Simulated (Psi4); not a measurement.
# SnH2F (SMILES [F][SnH2]): UHF/3-21G

Aim: the vertical ionisation energy of SnH2F at UHF/3-21G, from 2 runs. 

The calculation is run with Psi4 1.11.

1 further run of the same task is left out (set aside as unsound or not needed).

## (1) The structure to begin with

SnH2F has 4 atoms, charge 0, and is taken as a doublet. As SMILES, `[F][SnH2]`. The coordinates come from a PBE0-D4/def2-TZVP relaxation.

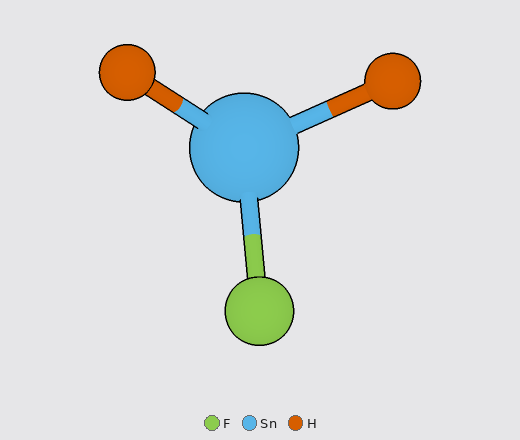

The structure, seen from a chosen angle (fluorine green, tin blue, hydrogen orange).

## (2) Energy and forces at UHF/3-21G

Input file fh2sn.json:

```json
{
  "schema_name": "qcschema_input",
  "schema_version": 1,
  "molecule": {
    "schema_name": "qcschema_molecule",
    "schema_version": 2,
    "symbols": ["F", "Sn", "H", "H"],
    "geometry": [-2.93398878, -0.35904796, 1.21074753, 0.05347925, -0.45769167, -0.88495874, 2.2376247, -1.99252723, 0.99040546, 0.74776463, 2.6951274, -1.35436671],
    "molecular_charge": 0,
    "molecular_multiplicity": 2,
    "fix_symmetry": "c1",
    "fix_com": true,
    "fix_orientation": true
  },
  "driver": "gradient",
  "model": {
    "method": "scf",
    "basis": "3-21G"
  },
  "keywords": {
    "reference": "uhf",
    "puream": true,
    "e_convergence": 1e-09,
    "d_convergence": 1e-08,
    "scf_type": "pk",
    "maxiter": 100,
    "scf_properties": ["MULLIKEN_CHARGES", "MAYER_INDICES", "QUADRUPOLE"]
  }
}
```

Started as:

```
$ psi4 --qcschema fh2sn.json -n 1 --memory 2200MB
```

stdout:

```text
[...]
  Running in c1 symmetry.
[...]
  Nuclear repulsion =  157.420770981472657
[...]
  Multiplicity = 2
[...]
  Nalpha       = 31
  Nbeta        = 30
[...]
    Number of basis functions: 44
[...]
   @UHF iter   1: -6096.13280215149371   -3.65648e+00   1.19104e-02 DIIS/ADIIS
[...]
   @UHF iter  13: -6096.32344535079574   -1.81899e-12   2.91451e-09 DIIS
[...]
   @S^2 Observed:                7.520482076E-01
[...]
    Orbital Energies [Eh]
    ---------------------
    Alpha Occupied:
       1A   -1034.901883     2A   -156.246020     3A   -145.392157
       4A   -145.390962     5A   -145.390778     6A    -31.556213
       7A    -26.932728     8A    -26.930102     9A    -26.929560
      10A    -26.050942    11A    -19.097599    12A    -19.097313
      13A    -19.096484    14A    -19.095733    15A    -19.095703
      16A     -5.571576    17A     -3.957528    18A     -3.951932
      19A     -3.951895    20A     -1.499105    21A     -1.440216
      22A     -1.438613    23A     -1.436432    24A     -1.434352
      25A     -1.398544    26A     -0.668733    27A     -0.559425
      28A     -0.553482    29A     -0.520749    30A     -0.463232
      31A     -0.329834
[...]
  @UHF Final Energy: -6096.32344535079574
   => Energetics <=
    Nuclear Repulsion Energy =            157.4207709814726570
    One-Electron Energy =               -8727.2437104114887916
    Two-Electron Energy =                2473.4994940792203124
    Total Energy =                      -6096.3234453507957369
  UHF NO Occupations:
  HONO-2 :   29  A 1.9997223
  HONO-1 :   30  A 1.9995368
[...]
 Multipole Moments:
 ------------------------------------------------------------------------------------
     Multipole            Electronic (a.u.)      Nuclear  (a.u.)        Total (a.u.)
 ------------------------------------------------------------------------------------
 L = 1.  Multiply by 2.5417464519 to convert [e a0] to [Debye]
 Dipole X            :         21.5518092          -20.7465472            0.8052620
 Dipole Y            :         25.2041690          -25.4134150           -0.2092460
 Dipole Z            :         32.7849473          -33.7151705           -0.9302232
 Magnitude           :                                                    1.2480168
 L = 2.  Multiply by 1.3450342976 to convert [e a0^2] to [Debye ang]
 Quadrupole XX       :       -110.6839590           83.1837292          -27.5002298
 Quadrupole XY       :         -5.8105613            5.8139266            0.0033653
[...]
  Mulliken Charges: (a.u.)
   Center  Symbol    Alpha    Beta     Spin     Total
       1     F     4.79775  4.76860  0.02915 -0.56635
       2    SN    24.88953 24.06200  0.82753  1.04847
       3     H     0.65636  0.58470  0.07166 -0.24106
       4     H     0.65636  0.58470  0.07166 -0.24106
   Total alpha = 31.00000, Total beta = 30.00000, Total charge = -0.00000
  Mayer Bond Indices:
  Total Bond Index:
  Irrep: 1 Size: 4 x 4
[...]
  -Total Gradient:
     Atom            X                  Y                   Z
    ------   -----------------  -----------------  -----------------
       1       -0.010373784696     0.001926169005     0.010447565229
       2        0.019305674349    -0.000184412397    -0.012666888309
       3       -0.005368934683     0.001978319157    -0.000312582460
       4       -0.003562954954    -0.003720076020     0.002531905352
[...]
```

The result, in JSON:

```text
{
 "driver": "gradient",
 "model": {
  "method": "scf",
  "basis": "3-21G"
 },
 "success": true,
 "return_result": [-0.010373784696363214, 0.0019261690054689258, 0.010447565229251998, 0.019305674348549046, -0.00018441239691514844, -0.012666888308648594, -0.005368934683445056, 0.001978319156923869, -0.00031258246013188273, -0.0035629549539066135, -0.0037200760199883887, 0.0025319053517980777],
 "properties": {
  "calcinfo_nbasis": 44,
  "calcinfo_nmo": 44,
  "calcinfo_nalpha": 31,
  "calcinfo_nbeta": 30,
  "calcinfo_natom": 4,
  "nuclear_repulsion_energy": 157.42077098147266,
  "return_energy": -6096.323445350796,
  "return_gradient": [-0.010373784696363214, 0.0019261690054689258, 0.010447565229251998, 0.019305674348549046, -0.00018441239691514844, -0.012666888308648594, -0.005368934683445056, 0.001978319156923869, -0.00031258246013188273, -0.0035629549539066135, -0.0037200760199883887, 0.0025319053517980777],
  "scf_one_electron_energy": -8727.243710411489,
  "scf_two_electron_energy": 2473.4994940792203,
  "scf_dipole_moment": [0.8052619958751741, -0.20924597072568218, -0.9302231617593364],
  "scf_total_energy": -6096.323445350796,
  "scf_total_gradient": [-0.010373784696363214, 0.0019261690054689258, 0.010447565229251998, 0.019305674348549046, -0.00018441239691514844, -0.012666888308648594, -0.005368934683445056, 0.001978319156923869, -0.00031258246013188273, -0.0035629549539066135, -0.0037200760199883887, 0.0025319053517980777],
  "scf_iterations": 13
 }
}
```

Wall time 1.2 s (1 thread of AMD EPYC 9R45 (Zen 5), shared host); peak memory 0.19 GiB.

## (3) The singlet cation, same level

Input file job.in:

```
memory 2200 mb

molecule {
  1 1
  F     -2.93398878    -0.35904796     1.21074753
  Sn     0.05347925    -0.45769167    -0.88495874
  H      2.23762470    -1.99252723     0.99040546
  H      0.74776463     2.69512740    -1.35436671
  units bohr
  symmetry c1
}

set basis 3-21G
set puream true
set e_convergence 1e-09
set d_convergence 1e-08
set scf_type pk

e = gradient("hf")
print_variables()
```

Started as:

```
$ psi4 -n 1 job.in job.out
```

job.out:

```text
[...]
  Running in c1 symmetry.
[...]
  Nuclear repulsion =  157.420770981472657
[...]
  Multiplicity = 1
[...]
  Nalpha       = 30
  Nbeta        = 30
[...]
    Number of basis functions: 44
[...]
   @RHF iter   1: -6095.90003612304008   -3.42372e+00   1.03481e-02 ADIIS/DIIS
[...]
   @RHF iter  11: -6096.00861073948090   -2.72848e-12   4.12728e-09 DIIS
[...]
    Orbital Energies [Eh]
    ---------------------
    Doubly Occupied:
       1A   -1035.214392     2A   -156.557068     3A   -145.703167
       4A   -145.702371     5A   -145.702067     6A    -31.864364
       7A    -27.241591     8A    -27.237970     9A    -27.237153
      10A    -26.310510    11A    -19.408111    12A    -19.407385
      13A    -19.406243    14A    -19.403283    15A    -19.403140
      16A     -5.873299    17A     -4.260501    18A     -4.252435
      19A     -4.252332    20A     -1.772101    21A     -1.741632
      22A     -1.741313    23A     -1.736532    24A     -1.730293
      25A     -1.664503    26A     -0.898374    27A     -0.796338
      28A     -0.776855    29A     -0.752041    30A     -0.693886
[...]
  @RHF Final Energy: -6096.00861073948090
   => Energetics <=
    Nuclear Repulsion Energy =            157.4207709814726570
    One-Electron Energy =               -8709.3762708850299532
    Two-Electron Energy =                2455.9468891640758557
    Total Energy =                      -6096.0086107394818100
[...]
 Multipole Moments:
 ------------------------------------------------------------------------------------
     Multipole            Electronic (a.u.)      Nuclear  (a.u.)        Total (a.u.)
 ------------------------------------------------------------------------------------
 L = 1.  Multiply by 2.5417464519 to convert [e a0] to [Debye]
 Dipole X            :          1.8520006           -0.6954581            1.1565425
 Dipole Y            :         -1.3965255            0.9886506           -0.4078748
 Dipole Z            :         -3.9692465            2.4187411           -1.5505054
 Magnitude           :                                                    1.9768711
[...]
  -Total Gradient:
     Atom            X                  Y                   Z
    ------   -----------------  -----------------  -----------------
       1       -0.023998931612     0.009862060460     0.034972065384
       2        0.019026912163    -0.031475498289    -0.075049885851
       3        0.000809066328     0.016090502395     0.017398225730
       4        0.004162953095     0.005522935426     0.022679594854
[...]
```

Wall time 1.2 s (1 thread of AMD EPYC 9R45 (Zen 5), shared host); peak memory 0.19 GiB.

## (4) Summary of results

At UHF/3-21G:

```
                                          quantity           value
                       doublet SnH2F: total energy  -6096.32345 Eh
                      doublet SnH2F: dipole moment          3.17 D
 doublet SnH2F: HOMO energy (highest over α and β)        -8.98 eV
  doublet SnH2F: LUMO energy (lowest over α and β)        -0.03 eV
                               doublet SnH2F: ⟨S²⟩           0.752
           doublet SnH2F: largest force on an atom      1.187 eV/Å
                      singlet cation: total energy  -6096.00861 Eh
                       singlet cation: HOMO energy       -18.88 eV
                       singlet cation: LUMO energy        -8.14 eV
                     singlet cation: HOMO–LUMO gap        10.75 eV
          singlet cation: largest force on an atom      4.298 eV/Å
vertical ionisation energy (to the singlet cation)        8.567 eV
```

What this shows: Removing an electron at fixed nuclei costs 8.57 eV (198 kcal/mol). The largest force (doublet SnH2F) is 1.19 eV/Å: the shape isn't a stationary point for this species at this level. Only the singlet of the ionised species was computed; a triplet could lie lower. Relativity is left out (doublet SnH2F) although the molecule holds a heavy atom. Relativity is left out (singlet cation) although the molecule holds a heavy atom.
